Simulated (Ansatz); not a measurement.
```yaml
atoms:
  - { symbol: Mg, position_ang: [0.0298, 0.0154, -0.0006] }
  - { symbol: O, position_ang: [-0.1175, 0.4859, 1.7527] }
  - { symbol: H, position_ang: [-0.3933, 0.6271, 2.6647] }
  - { symbol: O, position_ang: [0.2763, -0.4040, -1.7557] }
  - { symbol: H, position_ang: [0.2048, -0.7244, -2.6612] }
```

Geometry: r2SCAN-D4/def2-TZVP.

The calculation used UKS PBE0-D4/def2-TZVP in Ansatz.

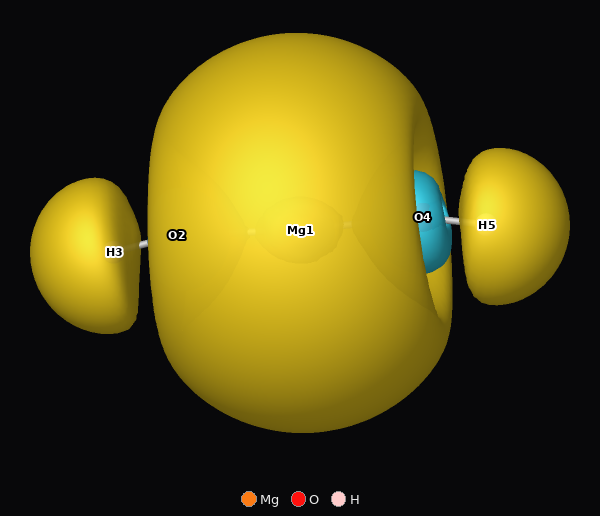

H₂MgO₂ (Mg(OH)2) (charge +1, doublet). The LUMO (α) at ±0.04 Å⁻³ᐟ² (yellow and cyan are the two phases), seen at a tilt.

> Describe this orbital and give its energy.

It lies mainly on Mg1 (about 80 %), O2 (about 5 %) and O4 (about 5 %). Its energy is −6.80 eV.
